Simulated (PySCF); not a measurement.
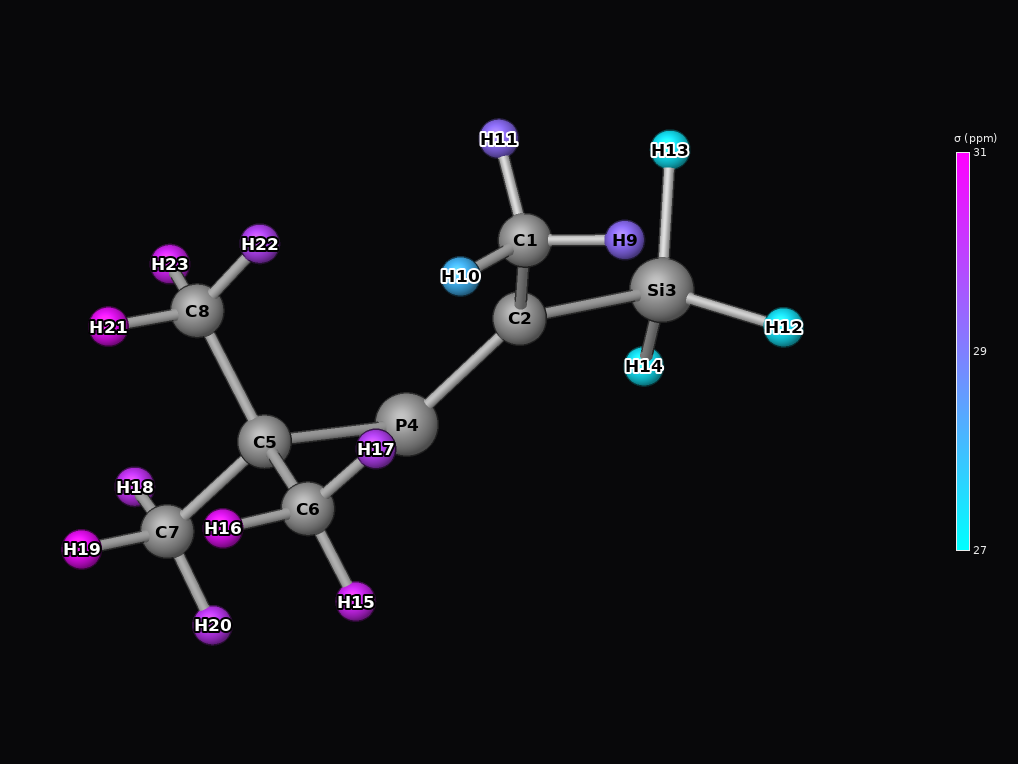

Atoms are coloured by their isotropic NMR shieldings (H only, the others grey). The computed structure is the end point of a GFN2-xTB optimisation. No frequency run is at hand to confirm it as a minimum. Method: GIAO PBE0/pcSseg-1 NMR shielding, non-relativistic, gas phase (PySCF 2.14.0).

Give the isotropic NMR shieldings of the H atoms atom by atom.

```tsv
atom	σ (ppm)
H9	29.26
H10	28.07
H11	29.26
H12	27.34
H13	27.30
H14	27.33
H15	30.39
H16	30.71
H17	29.96
H18	30.19
H19	30.79
H20	30.11
H21	30.73
H22	29.91
H23	30.43
```

The geometry is semi-empirical. Around P, Si such bond lengths and angles can be off by a tenth of an ångström or more and by several degrees, and values that hang on the shape move with them.
